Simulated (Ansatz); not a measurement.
SiH$_{4}$OCl$_{3}$F: several calculations on one system

### Relaxation

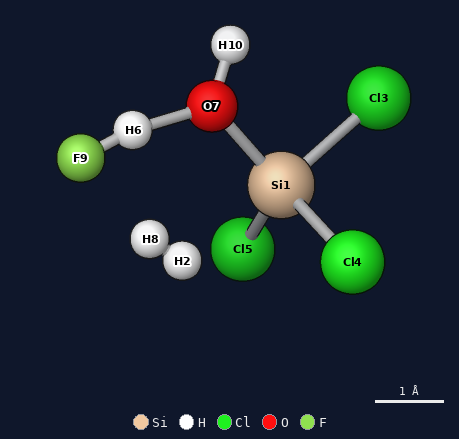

SiH$_{4}$OCl$_{3}$F (started from a transition state, displaced along its imaginary mode), before the relaxation. The picture is a ball-and-stick view, seen at a tilt.

Computed with RKS PBE0-D4/def2-TZVP in Ansatz 0.2.0.

Input
```yaml
crystal:
  periodic: [false, false, false]
  atoms:
    - {symbol: Si, position_ang: [-0.318028, -0.803272, -0.374137]}
    - {symbol: H, position_ang: [-0.567877, 0.119464, 1.340208]}
    - {symbol: Cl, position_ang: [0.030174, -1.651108, -2.200833]}
    - {symbol: Cl, position_ang: [0.229634, -2.305644, 0.899418]}
    - {symbol: Cl, position_ang: [-2.328151, -0.408216, -0.484394]}
    - {symbol: H, position_ang: [0.764352, 1.407244, 0.366143]}
    - {symbol: O, position_ang: [0.740419, 0.475425, -0.539436]}
    - {symbol: H, position_ang: [-0.313744, 0.659569, 1.350956]}
    - {symbol: F, position_ang: [0.651297, 1.958776, 1.078099]}
    - {symbol: H, position_ang: [1.111924, 0.547862, -1.436023]}
basis:
  gaussian: {orbitals: def2-TZVP}
hamiltonian: {xc: pbe0, dispersion: d4}
relax: {f_tol: 0.005, max_steps: 200}
```

Run as
```bash
ansatz run in.yaml --threads 8 --pin off --events-out ev --progress --plain --max-ram 19148MiB
```

### Predict the outcome.

H2 moves most after the best rigid fit: 1.37 Å. Largest moves by element: H 1.37 Å, F 0.97 Å, Cl 0.64 Å, Si 0.60 Å, O 0.32 Å. Some distances before and after: Si1–H2 1.963 → 3.813 Å, H6–O7 1.300 → 1.749 Å, H2–H8 0.597 → 0.747 Å, Si1–Cl5 2.052 → 2.008 Å. Among the angles between lasting bonds that change: Cl3–Si1–O7 97.0° → 110.0°, Cl5–Si1–O7 118.0° → 105.9°, Cl3–Si1–Cl5 101.5° → 111.0°. Groups turn about Si1–O7 by about 70°. After 33 accepted moves (37 points after the start) the energy has fallen by 2.067 eV. The largest force component goes from 8.8 to 0.0023 eV/Å. The line search rejected the trial steps at points 16, 19, 26, 36 of the run.

Step by step:

| step | E − E(0), eV | largest force component, eV/Å | note |
| --- | --- | --- | --- |
| 0 | 0.0000 | 8.7908 |  |
| 1 | -1.2724 | 1.1755 |  |
| 2 | -1.5967 | 0.9244 |  |
| 3 | -1.8193 | 0.9686 |  |
| 4 | -1.9613 | 0.5285 |  |
| 5 | -2.0178 | 0.2509 |  |
| 6 | -2.0404 | 0.0771 |  |
| 7 | -2.0463 | 0.0848 |  |
| 8 | -2.0478 | 0.1294 |  |
| 9 | -2.0486 | 0.0587 |  |
| 10 | -2.0495 | 0.0951 |  |
| 11 | -2.0501 | 0.1542 |  |
| 13 | -2.0523 | 0.2723 |  |
| 14 | -2.0557 | 0.1408 |  |
| 16 | -2.0543 | 0.6129 | rejected |
| 17 | -2.0588 | 0.0255 |  |
| 19 | -2.0588 | 0.4433 | rejected |
| 20 | -2.0614 | 0.0956 |  |
| 21 | -2.0625 | 0.0787 |  |
| 23 | -2.0641 | 0.1361 |  |
| 24 | -2.0649 | 0.0442 |  |
| 26 | -2.0656 | 0.2028 | rejected |
| 27 | -2.0665 | 0.0491 |  |
| 28 | -2.0667 | 0.0783 |  |
| 30 | -2.0669 | 0.0393 |  |
| 31 | -2.0670 | 0.0090 |  |
| 33 | -2.0670 | 0.0090 |  |
| 34 | -2.0671 | 0.0057 |  |
| 36 | -2.0671 | 0.0032 | rejected |
| 37 | -2.0671 | 0.0023 |  |

Final geometry:

```xyz
10

Si   -0.3021   -1.0296   -0.9314
H    -0.3294    0.1601    2.6916
Cl   -0.1296   -1.7689   -2.8074
Cl    0.0979   -2.5141    0.3835
Cl   -2.1347   -0.2674   -0.6241
H     0.3873    1.7625    0.0079
O     0.7403    0.2128   -0.7221
H    -0.2536    0.8330    2.3758
F     0.2435    2.5737    0.4476
H     1.6803    0.0381   -0.8215
```

After the run, drawn alike:

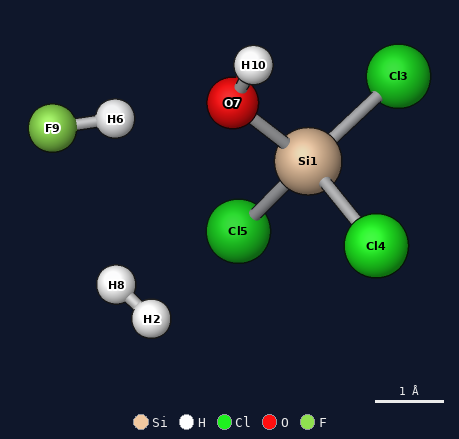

### Relaxation

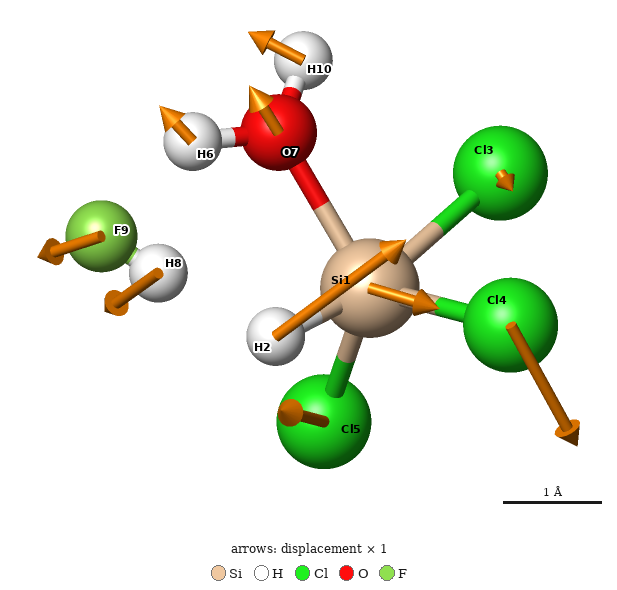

A relaxation of SiH$_{4}$OCl$_{3}$F (started from a transition state, displaced along its imaginary mode). The starting structure is drawn; orange arrows show the displacements, at their true length. The two geometries are superimposed by the best rigid fit.

Style: ball-and-stick. Shown at a tilt.

Computed with Ansatz 0.2.0, RKS PBE0-D4/def2-TZVP.

The input:
```yaml
crystal:
  periodic: [false, false, false]
  atoms:
    - {symbol: Si, position_ang: [-0.428946, -0.764340, -0.101359]}
    - {symbol: H, position_ang: [-0.521643, -0.105102, 1.103332]}
    - {symbol: Cl, position_ang: [0.053792, -1.536113, -2.094730]}
    - {symbol: Cl, position_ang: [0.202001, -2.460765, 0.887792]}
    - {symbol: Cl, position_ang: [-2.411429, -0.427083, -0.534399]}
    - {symbol: H, position_ang: [0.812432, 1.274283, 0.015722]}
    - {symbol: O, position_ang: [0.810317, 0.518352, -0.572884]}
    - {symbol: H, position_ang: [0.027289, 1.152792, 1.371609]}
    - {symbol: F, position_ang: [0.289775, 1.796276, 1.383204]}
    - {symbol: H, position_ang: [1.166412, 0.551800, -1.458287]}
basis:
  gaussian: {orbitals: def2-TZVP}
hamiltonian: {xc: pbe0, dispersion: d4}
relax: {f_tol: 0.005, max_steps: 200}
```

Launched with:
```bash
ansatz run in.yaml --threads 8 --pin off --events-out ev --progress --plain --max-ram 19148MiB
```

### Describe the change and its energy.

Over 37 accepted moves (39 points after the start) the energy falls by 4.301 eV. Largest force component: 32 eV/Å at the start, 0.0035 eV/Å at the end. The line search rejected the trial steps at points 4, 24 of the run. The atom that moves furthest after the best rigid fit is H2 (1.79 Å). By element the largest moves are H 1.79 Å, Cl 1.60 Å, F 0.91 Å, Si 0.79 Å, O 0.60 Å. Some distances before and after: Si1–O7 1.845 → 3.004 Å, H8–F9 0.695 → 0.933 Å, Si1–Cl3 2.191 → 2.027 Å, Si1–H2 1.376 → 1.461 Å. Bonds break, among them: Si1–O7 (1.84 → 3.00 Å). Bond angles that change, for instance: H2–Si1–Cl3 168.4° → 113.8°, H2–Si1–Cl4 89.7° → 108.8°, H2–Si1–Cl5 92.3° → 111.0°. Cost: 2.1 min on 8 threads of Arm Neoverse V1, on a shared host.

### Reaction

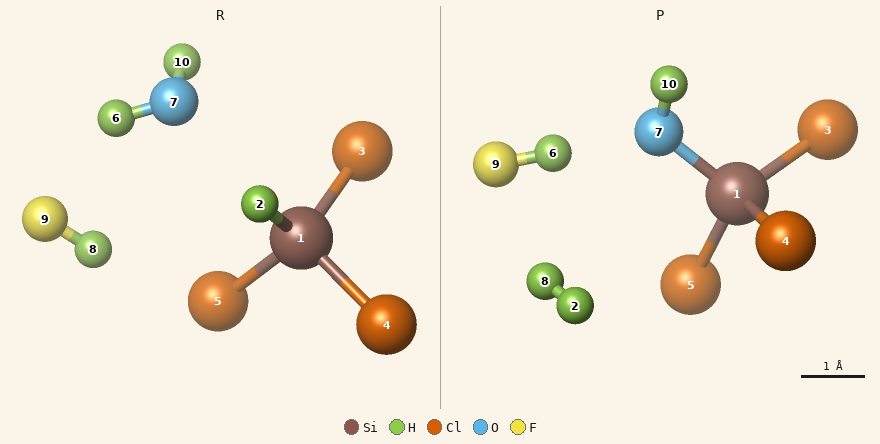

Reactant (R) and product (P) of one elementary step of SiH4OCl3F. Style: ball-and-stick. Shown at a tilt.

Stationary points at PBE0-D4/def2-TZVP, single-point energies with wB97M-V (def2-TZVPP where no basis is named; Ansatz 0.2.0). The energies are electronic, without zero-point or thermal terms, and both ends are the minima reached downhill from the saddle, with any fragments still in contact.

R:
```xyz
10

Si   -0.3564   -1.5470    0.0380
H     0.8305   -1.2246    0.8271
Cl    0.0069   -1.7294   -1.9477
Cl   -1.1205   -3.3166    0.6952
Cl   -1.8447   -0.1503    0.3378
H     1.0694    1.7017   -0.0545
O     1.2729    0.9055   -0.5593
H    -0.8499    1.7110    0.9894
F    -0.3299    2.4681    1.1509
H     1.3217    1.1816   -1.4769
```

P:
```xyz
10

Si   -0.3092   -1.0362   -0.9216
H    -0.2797    0.1672    2.6968
Cl   -0.1649   -1.7811   -2.7979
Cl    0.1310   -2.5115    0.3909
Cl   -2.1434   -0.2915   -0.5823
H     0.3693    1.7664   -0.0060
O     0.7242    0.2175   -0.7369
H    -0.2168    0.8396    2.3771
F     0.2256    2.5777    0.4334
H     1.6639    0.0520   -0.8535
```

**Predict the saddle point between them and the barrier.**

Counted by bonded pieces, R holds HF + H₂O + SiHCl₃ and P holds HF + H₂ + SiHCl₃O. From R over the saddle to P, bonds form: Si1–O7 (3.00 → 1.75 → 1.64 Å), H2–H8 (3.39 → 0.99 → 0.75 Å), H6–F9 (2.00 → 1.21 → 0.93 Å). Bonds break: Si1–H2 (1.46 → 1.67 → 3.81 Å), H6–O7 (0.96 → 1.13 → 1.75 Å), H8–F9 (0.93 → 1.16 → 2.64 Å). The saddle has one imaginary mode, 1154i cm⁻¹. With wB97M-V the barrier is 1.17 eV from R and 1.94 eV from P, and P lies 0.77 eV below R.

Saddle geometry:

```xyz
10

Si   -0.3735   -0.7838   -0.2377
H    -0.5448    0.0072    1.2218
Cl    0.0420   -1.5936   -2.1478
Cl    0.2158   -2.3832    0.8936
Cl   -2.3698   -0.4177   -0.5094
H     0.7884    1.3408    0.1909
O     0.7754    0.4969   -0.5562
H    -0.1432    0.9062    1.3613
F     0.4705    1.8775    1.2307
H     1.1392    0.5498   -1.4472
```

The saddle point in the same view, with dashed sticks for the bonds that form or break:

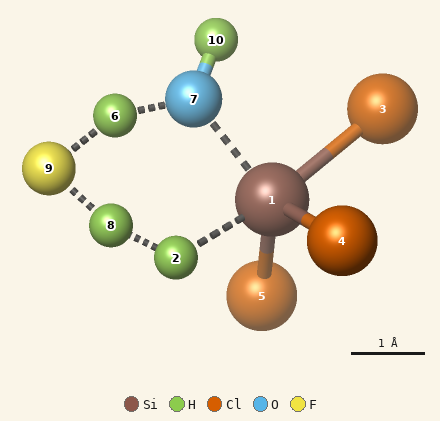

### Path

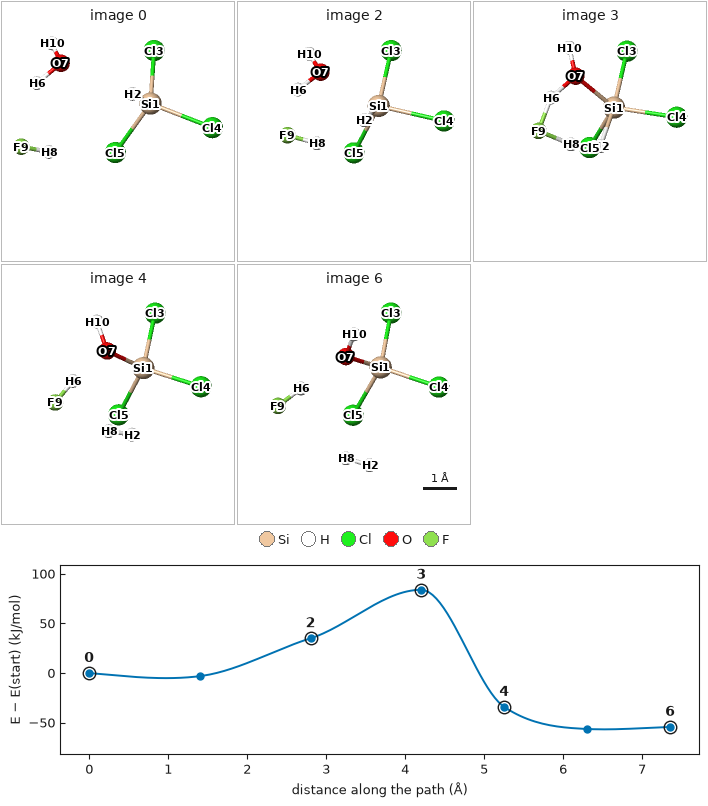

A search for the minimum-energy path of SiH4OCl3F by the nudged elastic band. Images are numbered from 0 (start) to 6 (end). The picture is a ball-and-stick view, seen face on.

These are results of RKS PBE0-D4/def2-SVP in Ansatz 0.2.0, not measurements. Set-up: 5 movable images; climbing image.

> Describe the mechanism and the energy profile.

The energy climbs by 83.8 kJ/mol to image 3 and then falls by 138.1 kJ/mol, so the end point sits at −54.3 kJ/mol. Image 5 lies below both ends, at −56.3 kJ/mol, so an end isn't at the bottom of its valley. Breaking: H6–O7 (0.96 → 1.16 at the top → 1.75 Å), H8–F9 (0.93 → 1.16 at the top → 2.64 Å), Si1–H2 (1.46 → 1.67 at the top → 3.81 Å). Forming: H2–H8 (3.39 → 0.99 at the top → 0.75 Å), H6–F9 (2.00 → 1.17 at the top → 0.93 Å), Si1–O7 (3.00 → 1.78 at the top → 1.64 Å). The band converged in 24 iterations. The largest component of the band force went from 5 to 0.029 eV/Å. The climbing image converged on the top of the path. Its curvatures weren't checked. The largest force component is 0.34 eV/Å at the start and 0.51 eV/Å at the end; an end with forces this large is no minimum, and the barrier measured from it can be far off.

Cost: 3 min on 8 threads of Arm Neoverse V1 (shared host).
